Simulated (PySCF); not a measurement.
Geometry relaxation of C2H5F3NTa

C2H5F3NTa (Ta(NEt)F3), SMILES CC[N]=[Ta]([F])([F])[F], computed with PBE0-D3(BJ)/def2-SVP geometry optimisation, gas phase (PySCF 2.14.0).

It belongs to a series of runs on one base structure; here: ligand (all three): Cl to F.

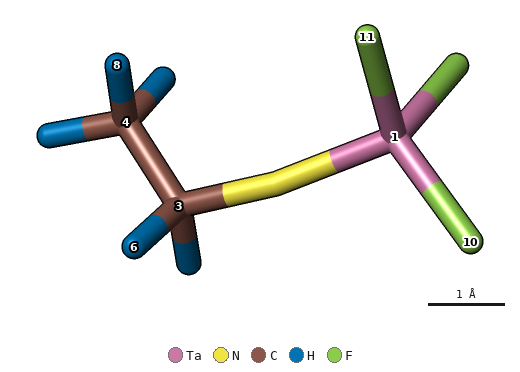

*The input geometry (stick view, seen at a tilt; atoms are numbered from 1 in the order of the input). Sticks mark near contacts.*

Bond lengths as drawn: C–C 1.38 Å, C–H 1.11 to 1.14 Å, C–N 1.40 Å, F–Ta 1.82 to 1.98 Å and N–Ta 1.76 Å.

## Results in brief

| quantity | value |
| --- | --- |
| outcome | converged |
| total energy | −489.988695 hartree |
| dipole moment | 1.36 D |
| point group | Cs |
| hardware | 1 CPU thread, shared host |
| wall time | 4.4 min |
| peak memory | 0.54 GiB |

## Input
```
{"job": {"xc": "PBE0", "basis": "def2-SVP", "d3": "d3bj", "grid": 1, "maxiter": 30, "shake": 0.03, "kind": "geom"}, "charge": 0, "multiplicity": 1}
Ta     0.515410    -0.042270    -2.072310
N      0.604250    -0.001230    -0.312470
C      0.462400    -0.016180     1.077000
C     -0.850670    -0.025490     1.515550
H      1.026520    -0.919390     1.460780
H      1.003030     0.894520     1.511940
H     -1.008140    -0.056400     2.609220
H     -1.401850     0.868640     1.121750
H     -1.434210    -0.898460     1.166780
F      2.199270     0.039760    -2.766510
F     -0.526280     1.556160    -2.607420
F     -0.474250    -1.482410    -2.653330
```

The first line tells a small driver script what to run in PySCF; the rest is the geometry in Å.

Launched with:
```bash
OMP_NUM_THREADS=1 python <driver script> task.json out
```

## Log
```
step   0  E = -489.96304518  max force = 0.117539
step   1  E = -489.98513794  max force = 0.033923
step   2  E = -489.98769554  max force = 0.010447
step   3  E = -489.98827195  max force = 0.004691
step   4  E = -489.98838251  max force = 0.002624
step   5  E = -489.98842479  max force = 0.001708
step   6  E = -489.98847556  max force = 0.001918
step   7  E = -489.98851334  max force = 0.002200
step   8  E = -489.98854740  max force = 0.001147
step   9  E = -489.98856178  max force = 0.001502
step  10  E = -489.98861299  max force = 0.001808
step  11  E = -489.98867489  max force = 0.001285
step  12  E = -489.98869116  max force = 0.000421
step  13  E = -489.98869485  max force = 0.000231
optimisation converged
```

## Trajectory as extended XYZ (Å, eV, eV/Å), 14 frames, from step=0 to step=13
```
12
Properties=species:S:1:pos:R:3:forces:R:3 step=0 energy=-13332.57356
Ta    0.5154   -0.0423   -2.0723   -2.7701   3.4532   0.3932
N     0.6042   -0.0012   -0.3125    0.0154  -0.2128  -1.3691
C     0.4624   -0.0162    1.0770    5.8349   0.1158   0.3020
C    -0.8507   -0.0255    1.5155   -6.0441   0.2361   1.3581
H     1.0265   -0.9194    1.4608   -0.2252   0.6403  -0.0789
H     1.0030    0.8945    1.5119   -0.2924  -0.8991  -0.3781
H    -1.0081   -0.0564    2.6092    0.4020   0.2462  -0.0698
H    -1.4019    0.8686    1.1218    0.1895  -0.4309   0.3366
H    -1.4342   -0.8985    1.1668    0.1791   0.0094  -0.2176
F     2.1993    0.0398   -2.7665    2.1469  -0.0535  -0.6855
F    -0.5263    1.5562   -2.6074    1.2224  -1.7555   0.6458
F    -0.4743   -1.4824   -2.6533   -0.6585  -1.3491  -0.2368
12
Properties=species:S:1:pos:R:3:forces:R:3 step=1 energy=-13333.17473
Ta    0.4853    0.0255   -2.1168    1.3325  -1.7444  -0.0550
N     0.6017    0.0241   -0.3625   -0.3269  -0.0584  -0.1842
C     0.4974   -0.0140    1.0576    0.9363   0.0787  -0.0045
C    -0.9185   -0.0291    1.5546   -1.0123  -0.1338   0.1674
H     1.0643   -0.8937    1.4271   -0.1951   0.0173  -0.0131
H     1.0497    0.8546    1.4724   -0.1609  -0.0194  -0.0198
H    -0.9840   -0.0538    2.6536    0.2096   0.0573   0.0091
H    -1.4935    0.8505    1.2175    0.2004   0.0353  -0.0202
H    -1.4852   -0.9098    1.2007    0.2346   0.0196  -0.0813
F     2.2770    0.0545   -2.8005   -0.7256  -0.0226   0.2901
F    -0.4635    1.5187   -2.6069   -0.8108   1.3468  -0.3274
F    -0.5150   -1.5102   -2.6458    0.3182   0.4237   0.2387
12
Properties=species:S:1:pos:R:3:forces:R:3 step=2 energy=-13333.24433
Ta    0.4835    0.0126   -2.1195   -0.1836   0.5151  -0.4017
N     0.5969    0.0128   -0.3701   -0.1549  -0.0719   0.0784
C     0.5094   -0.0147    1.0544    0.1878   0.0249  -0.1070
C    -0.9252   -0.0301    1.5516   -0.2079  -0.0992   0.0515
H     1.0610   -0.8935    1.4326   -0.0582  -0.0892  -0.0143
H     1.0510    0.8549    1.4641   -0.0370   0.1144   0.0052
H    -0.9639   -0.0434    2.6515    0.0645   0.0049   0.0026
H    -1.4836    0.8531    1.2078    0.0763   0.0610  -0.0411
H    -1.4672   -0.9192    1.1893    0.0995   0.0135  -0.0185
F     2.2609    0.0292   -2.7883   -0.3058  -0.0438   0.1244
F    -0.4986    1.5763   -2.6090    0.3748  -0.5372   0.2227
F    -0.5087   -1.5207   -2.6135    0.1444   0.1074   0.0977
12
Properties=species:S:1:pos:R:3:forces:R:3 step=3 energy=-13333.26001
Ta    0.4675    0.0175   -2.1212   -0.1690   0.2412  -0.0164
N     0.5845    0.0118   -0.3744   -0.0494  -0.0333   0.1692
C     0.5152   -0.0136    1.0487    0.0854   0.0158  -0.0646
C    -0.9196   -0.0317    1.5496   -0.0162  -0.0067   0.0448
H     1.0598   -0.8986    1.4234   -0.0003  -0.0335  -0.0064
H     1.0513    0.8628    1.4552   -0.0122   0.0327  -0.0072
H    -0.9456   -0.0438    2.6498   -0.0090  -0.0049  -0.0024
H    -1.4655    0.8578    1.2012    0.0050   0.0078  -0.0056
H    -1.4488   -0.9234    1.1808    0.0047   0.0032   0.0004
F     2.2298    0.0230   -2.7815    0.1932  -0.0205  -0.0889
F    -0.4996    1.5714   -2.5873    0.0390  -0.0103   0.0235
F    -0.5135   -1.5159   -2.5934   -0.0712  -0.1916  -0.0463
12
Properties=species:S:1:pos:R:3:forces:R:3 step=4 energy=-13333.26302
Ta    0.4527    0.0214   -2.1267   -0.0200  -0.0266   0.1349
N     0.5752    0.0104   -0.3766   -0.0465  -0.0150  -0.0942
C     0.5203   -0.0140    1.0458    0.0576   0.0069  -0.0163
C    -0.9113   -0.0325    1.5581    0.0043   0.0139   0.0174
H     1.0660   -0.9013    1.4157    0.0070   0.0047  -0.0056
H     1.0563    0.8659    1.4468   -0.0034  -0.0055  -0.0097
H    -0.9313   -0.0445    2.6583   -0.0054  -0.0039  -0.0013
H    -1.4567    0.8581    1.2110   -0.0063  -0.0066   0.0059
H    -1.4410   -0.9242    1.1909   -0.0116  -0.0006   0.0023
F     2.2192    0.0223   -2.7927    0.0104  -0.0070  -0.0260
F    -0.5088    1.5781   -2.5825   -0.0075   0.0499  -0.0026
F    -0.5252   -1.5226   -2.5972    0.0214  -0.0102  -0.0049
12
Properties=species:S:1:pos:R:3:forces:R:3 step=5 energy=-13333.26417
Ta    0.4316    0.0242   -2.1298    0.0432  -0.0878  -0.0723
N     0.5633    0.0068   -0.3837   -0.0222  -0.0089   0.0235
C     0.5285   -0.0154    1.0385   -0.0046  -0.0013   0.0283
C    -0.8982   -0.0337    1.5695    0.0331   0.0120  -0.0125
H     1.0786   -0.9028    1.4020    0.0103   0.0187  -0.0004
H     1.0668    0.8672    1.4299    0.0087  -0.0147  -0.0022
H    -0.9068   -0.0447    2.6696    0.0035  -0.0032   0.0027
H    -1.4473    0.8564    1.2269   -0.0062  -0.0056   0.0083
H    -1.4320   -0.9254    1.2084   -0.0104  -0.0022   0.0041
F     2.1968    0.0226   -2.8076   -0.0714   0.0020   0.0138
F    -0.5253    1.5879   -2.5718   -0.0183   0.0457  -0.0039
F    -0.5403   -1.5260   -2.6008    0.0345   0.0455   0.0108
12
Properties=species:S:1:pos:R:3:forces:R:3 step=6 energy=-13333.26555
Ta    0.3870    0.0296   -2.1419    0.0758  -0.0679  -0.0298
N     0.5394   -0.0013   -0.3971    0.0055  -0.0039  -0.0428
C     0.5454   -0.0194    1.0249   -0.0986  -0.0053   0.0505
C    -0.8687   -0.0373    1.5947    0.0622   0.0018  -0.0440
H     1.1059   -0.9050    1.3759    0.0154   0.0186   0.0061
H     1.0901    0.8669    1.3974    0.0244  -0.0137   0.0075
H    -0.8504   -0.0466    2.6945    0.0135  -0.0015   0.0089
H    -1.4272    0.8516    1.2642    0.0005  -0.0007   0.0086
H    -1.4124   -0.9292    1.2486    0.0004  -0.0017   0.0058
F     2.1436    0.0273   -2.8426   -0.0904   0.0127   0.0309
F    -0.5632    1.6075   -2.5531   -0.0173   0.0027  -0.0090
F    -0.5740   -1.5269   -2.6146    0.0086   0.0589   0.0074
12
Properties=species:S:1:pos:R:3:forces:R:3 step=7 energy=-13333.26658
Ta    0.3238    0.0380   -2.1562    0.0478  -0.0278  -0.0568
N     0.5083   -0.0116   -0.4156    0.0336  -0.0028  -0.0017
C     0.5680   -0.0260    1.0054   -0.1131   0.0005   0.0520
C    -0.8236   -0.0437    1.6285    0.0442  -0.0060  -0.0428
H     1.1440   -0.9083    1.3384    0.0119   0.0083   0.0032
H     1.1241    0.8629    1.3544    0.0237  -0.0121   0.0046
H    -0.7641   -0.0521    2.7270    0.0178   0.0020   0.0059
H    -1.3954    0.8442    1.3188    0.0078   0.0020   0.0085
H    -1.3812   -0.9357    1.3048    0.0113   0.0003   0.0052
F     2.0642    0.0411   -2.8910   -0.0421   0.0195   0.0263
F    -0.6225    1.6291   -2.5287   -0.0189  -0.0346  -0.0142
F    -0.6300   -1.5207   -2.6349   -0.0242   0.0506   0.0099
12
Properties=species:S:1:pos:R:3:forces:R:3 step=8 energy=-13333.26751
Ta    0.2451    0.0469   -2.1722    0.0278   0.0212  -0.0283
N     0.4724   -0.0213   -0.4367    0.0383   0.0068   0.0102
C     0.5947   -0.0332    0.9812   -0.0586   0.0006   0.0197
C    -0.7640   -0.0509    1.6689    0.0008  -0.0109  -0.0151
H     1.1889   -0.9122    1.2895    0.0006  -0.0076   0.0002
H     1.1669    0.8559    1.3026    0.0135  -0.0012   0.0001
H    -0.6507   -0.0603    2.7633    0.0162   0.0044   0.0016
H    -1.3509    0.8372    1.3894    0.0113   0.0049   0.0039
H    -1.3380   -0.9423    1.3733    0.0166   0.0017   0.0019
F     1.9646    0.0610   -2.9489    0.0114   0.0209   0.0132
F    -0.7037    1.6455   -2.5070   -0.0188  -0.0544  -0.0190
F    -0.7099   -1.5088   -2.6524   -0.0590   0.0135   0.0115
12
Properties=species:S:1:pos:R:3:forces:R:3 step=9 energy=-13333.26790
Ta    0.1260    0.0559   -2.1902   -0.0124   0.0366   0.0063
N     0.4216   -0.0294   -0.4648    0.0341   0.0389   0.0315
C     0.6345   -0.0401    0.9436    0.0457  -0.0076  -0.0449
C    -0.6692   -0.0579    1.7241   -0.0536  -0.0111   0.0337
H     1.2513   -0.9169    1.2115   -0.0159  -0.0247  -0.0037
H     1.2312    0.8467    1.2253   -0.0083   0.0118  -0.0058
H    -0.4742   -0.0721    2.8072    0.0058   0.0054  -0.0044
H    -1.2738    0.8323    1.4941    0.0097   0.0056  -0.0057
H    -1.2651   -0.9476    1.4696    0.0148   0.0025  -0.0039
F     1.8129    0.0855   -3.0292    0.0713   0.0178  -0.0066
F    -0.8346    1.6546   -2.4872   -0.0140  -0.0488  -0.0142
F    -0.8450   -1.4937   -2.6531   -0.0772  -0.0264   0.0178
12
Properties=species:S:1:pos:R:3:forces:R:3 step=10 energy=-13333.26929
Ta    0.0680    0.0543   -2.1951   -0.0326   0.0159   0.0291
N     0.4036   -0.0244   -0.4763    0.0256   0.0613   0.0262
C     0.6569   -0.0385    0.9256    0.0929  -0.0162  -0.0793
C    -0.6206   -0.0565    1.7451   -0.0642  -0.0074   0.0615
H     1.2795   -0.9177    1.1723   -0.0213  -0.0247  -0.0068
H     1.2666    0.8444    1.1917   -0.0207   0.0174  -0.0075
H    -0.3892   -0.0768    2.8209   -0.0072   0.0048  -0.0044
H    -1.2298    0.8366    1.5400    0.0033   0.0041  -0.0107
H    -1.2254   -0.9442    1.5056    0.0052   0.0030  -0.0052
F     1.7384    0.0878   -3.0653    0.0800   0.0058  -0.0256
F    -0.9072    1.6436   -2.4913   -0.0052  -0.0239   0.0087
F    -0.9253   -1.4912   -2.6223   -0.0557  -0.0404   0.0140
12
Properties=species:S:1:pos:R:3:forces:R:3 step=11 energy=-13333.27098
Ta    0.0844    0.0511   -2.1907   -0.0265  -0.0215   0.0199
N     0.4226   -0.0117   -0.4723    0.0149   0.0463   0.0027
C     0.6584   -0.0353    0.9316    0.0661  -0.0093  -0.0495
C    -0.6322   -0.0544    1.7320   -0.0312   0.0067   0.0475
H     1.2731   -0.9196    1.1808   -0.0151  -0.0103  -0.0075
H     1.2665    0.8447    1.2109   -0.0154   0.0088  -0.0019
H    -0.4177   -0.0798    2.8110   -0.0106   0.0013  -0.0012
H    -1.2347    0.8417    1.5202   -0.0037  -0.0014  -0.0068
H    -1.2340   -0.9397    1.4774   -0.0049   0.0004  -0.0017
F     1.7580    0.0846   -3.0594    0.0312  -0.0080  -0.0220
F    -0.9039    1.6285   -2.5002    0.0005   0.0047   0.0169
F    -0.9251   -1.4928   -2.5904   -0.0054  -0.0177   0.0035
12
Properties=species:S:1:pos:R:3:forces:R:3 step=12 energy=-13333.27142
Ta    0.1121    0.0465   -2.1854   -0.0099  -0.0216   0.0040
N     0.4442   -0.0033   -0.4660    0.0135   0.0210  -0.0094
C     0.6548   -0.0320    0.9410    0.0062  -0.0042  -0.0015
C    -0.6540   -0.0514    1.7156    0.0008   0.0089   0.0077
H     1.2609   -0.9199    1.1981   -0.0031   0.0015  -0.0004
H     1.2567    0.8473    1.2349   -0.0021  -0.0007   0.0013
H    -0.4649   -0.0783    2.7992   -0.0015   0.0004   0.0002
H    -1.2505    0.8455    1.4902   -0.0039  -0.0016  -0.0015
H    -1.2507   -0.9354    1.4452   -0.0050  -0.0008   0.0017
F     1.7896    0.0767   -3.0514   -0.0131  -0.0123  -0.0013
F    -0.8807    1.6200   -2.4983    0.0015   0.0095   0.0011
F    -0.9020   -1.4985   -2.5721    0.0165   0.0000  -0.0018
12
Properties=species:S:1:pos:R:3:forces:R:3 step=13 energy=-13333.27152
Ta    0.1246    0.0456   -2.1836   -0.0067  -0.0115   0.0007
N     0.4516   -0.0013   -0.4632    0.0094   0.0108  -0.0042
C     0.6512   -0.0311    0.9454   -0.0119  -0.0007   0.0070
C    -0.6645   -0.0504    1.7097    0.0059   0.0060  -0.0061
H     1.2545   -0.9194    1.2069    0.0007   0.0019   0.0003
H     1.2502    0.8482    1.2449    0.0023  -0.0016   0.0011
H    -0.4849   -0.0768    2.7949    0.0019   0.0011   0.0001
H    -1.2594    0.8461    1.4787   -0.0008  -0.0003  -0.0002
H    -1.2592   -0.9344    1.4347   -0.0005  -0.0002   0.0015
F     1.8037    0.0721   -3.0465   -0.0113  -0.0094   0.0017
F    -0.8664    1.6199   -2.4987    0.0011   0.0026  -0.0031
F    -0.8858   -1.5013   -2.5722    0.0098   0.0012   0.0013
```

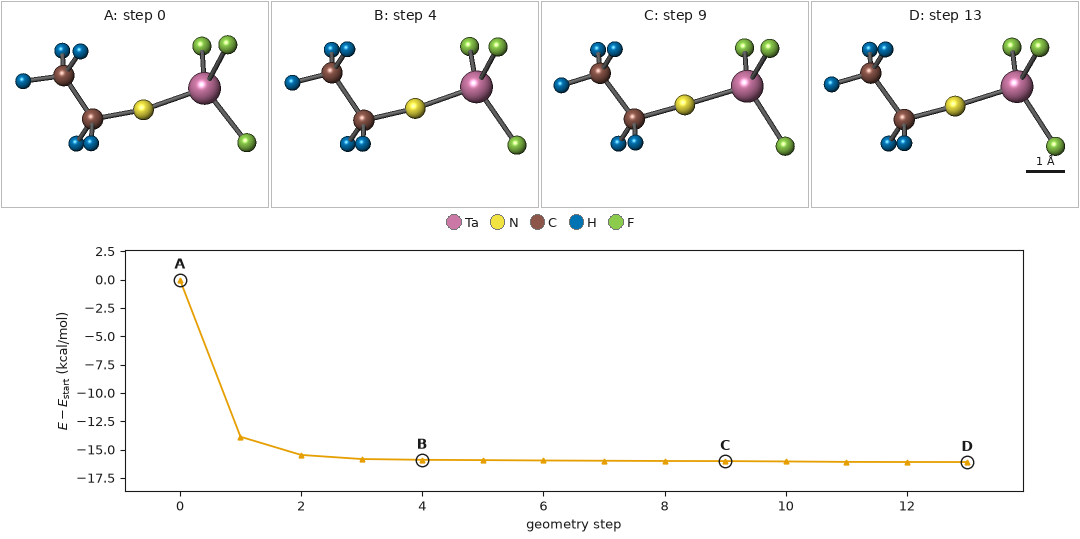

*Frames of the relaxation (ball-and-stick view, seen at a tilt) above the curves, on which the letters mark them (steps are counted from 0).*

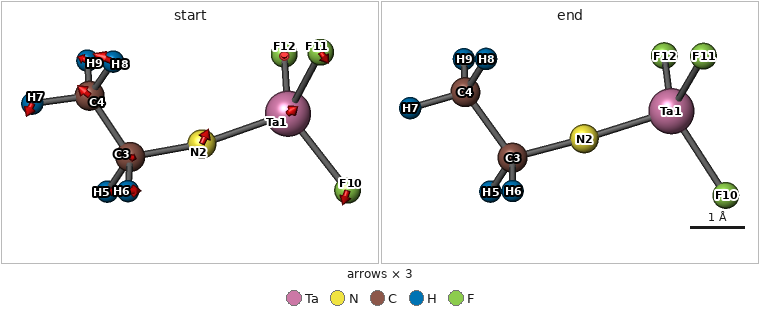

*Before (left) and after (right) the relaxation, at one scale (ball-and-stick view, seen at a tilt). The red arrows give the displacements, magnified 3 times.*

After 13 geometry steps the energy has fallen by 16.1 kcal/mol. Largest force component: 6 eV/Å at the start, 0.012 eV/Å at the end. The atom that moves furthest after the best rigid fit is H8 (0.14 Å). By element the largest moves are H 0.14 Å, N 0.11 Å, C 0.11 Å, F 0.10 Å, Ta 0.09 Å. Among the contacts that change: C3–C4 1.384 → 1.522 Å, Ta1–F11 1.982 → 1.887 Å, Ta1–F10 1.823 → 1.888 Å, Ta1–F12 1.841 → 1.888 Å. Among the angles that change: F11–Ta1–F12 105.3° → 111.6°, Ta1–N2–C3 171.1° → 177.3°, H7–C4–H9 102.4° → 108.4°. (Atoms are counted from 1 in the order of the input.)
